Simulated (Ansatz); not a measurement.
**C2H5Cl3Si (SMILES CC[Si](Cl)(Cl)Cl): density, localisation and related maps**

Input

```
crystal:
  periodic: [false, false, false]
  atoms:
    - {symbol: C, position_ang: [0.057813, -1.098211, 0.984135]}
    - {symbol: C, position_ang: [0.591870, -0.375783, -0.248915]}
    - {symbol: Cl, position_ang: [-2.322712, 0.680278, -1.112614]}
    - {symbol: Cl, position_ang: [0.450519, 2.026484, -2.381993]}
    - {symbol: Cl, position_ang: [-0.332671, 2.514733, 0.821558]}
    - {symbol: Si, position_ang: [-0.361090, 1.147801, -0.713537]}
    - {symbol: H, position_ang: [0.660472, -1.990253, 1.210710]}
    - {symbol: H, position_ang: [-0.982606, -1.424933, 0.836084]}
    - {symbol: H, position_ang: [0.078828, -0.445302, 1.869807]}
    - {symbol: H, position_ang: [0.584757, -1.032621, -1.136053]}
    - {symbol: H, position_ang: [1.640018, -0.059192, -0.108681]}
basis:
  gaussian:
    orbitals: def2-SVPD
hamiltonian:
  xc: {name: PBE0}
output: {forces: true, orbitals: {seedname: orbitals}}
```

Command:

```sh
ansatz run input.yaml --threads 2 --pin off --max-ram 5220MiB --events-out events.jsonl --progress --plain --runs-dir runs
```

Geometry: PBE0-D4/def2-SVP.

These are results of Ansatz 0.2.0, isolated molecule in a Gaussian basis; Kohn-Sham density functional theory, functional PBE0, not measurements.

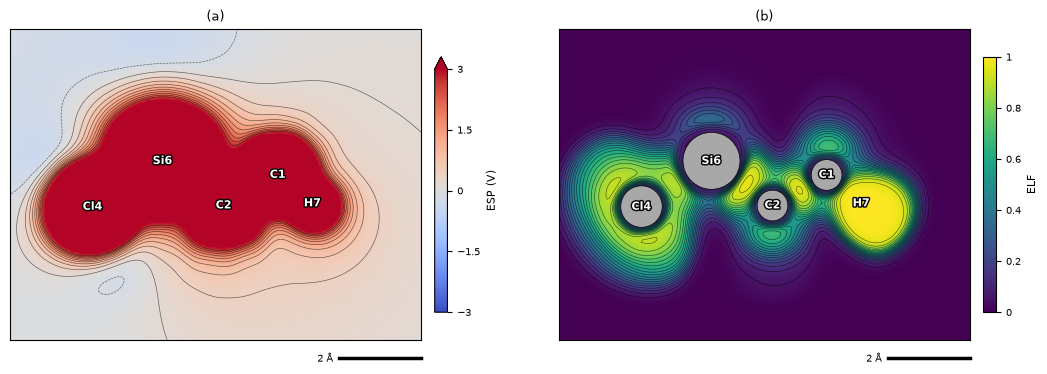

Figure 1. (a) molecular electrostatic potential; (b) ELF on the plane of atoms C1, C2 and Si6. Grey discs cover the atomic cores in the ELF map.

> Describe what can be read from this map.

- The plane passes through C, Cl, Si and H nuclei.
- C–C (1.53 Å): the ELF peaks at about 0.95 between the atoms; a shared electron pair.
- C–Si (1.86 Å): the ELF peaks at about 0.95 between the atoms; a covalent bond.
- Si–Cl (2.05 Å): the ELF peaks at about 0.90 between the atoms, as expected for a polar covalent bond.
- C–H (1.10 Å): the ELF climbs to about 1 towards the hydrogen, as it does in any bond to H (a covalent bond by its length).
- The ELF also peaks beside Cl4, away from the bonds: lone-pair regions.
- Outside the dense part of the molecule the potential is most negative (−0.4 V) near Cl4.

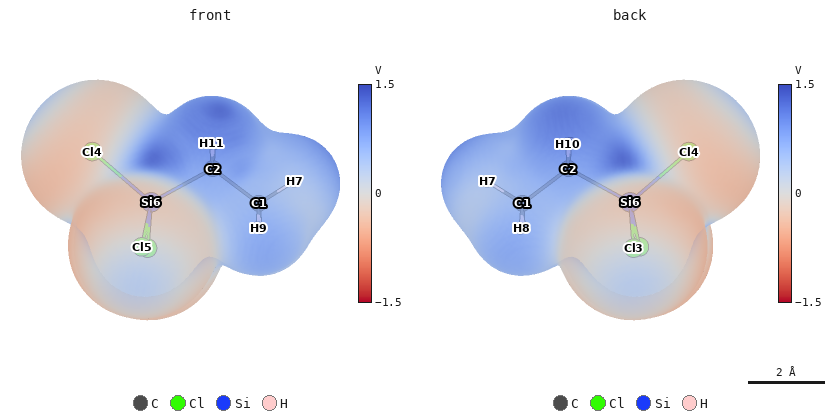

Figure 2. The electrostatic potential painted on the density surface at 0.002 e/bohr³, seen from the front and from behind; the colour scale runs from red (negative) to blue (positive).

> Describe the electrostatic potential map.

The most negative region (about −0.4 V, or −9 kcal/mol for a unit charge) lies over Cl3, Cl4 and Cl5, the most positive (about +1.2 V, or +28 kcal/mol for a unit charge) over Si6 and H11. Cl3 shows a σ-hole: about +0.3 V, or +7 kcal/mol for a unit charge at the tip opposite its bond, against about −0.2 V on its flanks. Cl4 shows a σ-hole: about +0.3 V, or +7 kcal/mol for a unit charge at the tip opposite its bond, against about −0.3 V on its flanks. Cl5 shows a σ-hole: about +0.3 V, or +7 kcal/mol for a unit charge at the tip opposite its bond, against about −0.2 V on its flanks.

> What dipole moment does the calculation give?

Its dipole moment is 2.30 D.

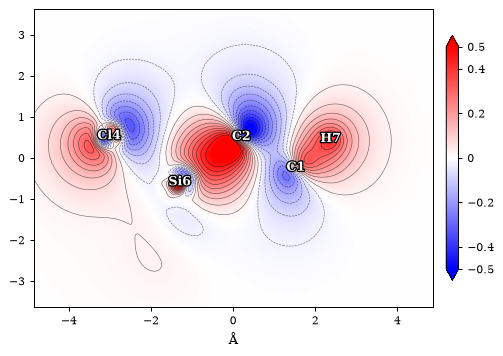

Figure 3. One frontier orbital on the plane of atoms C2, Si6 and Cl4 (values in Å⁻³ᐟ²; the overall sign is arbitrary).

> Which orbital is it: HOMO or LUMO?

The HOMO, at −9.08 eV. Its weight (Hirshfeld) is mainly on C2 (about 25 %), Cl4 (about 15 %), Si6 (about 15 %), Cl3 (about 10 %), Cl5 (about 10 %) and C1 (about 10 %).
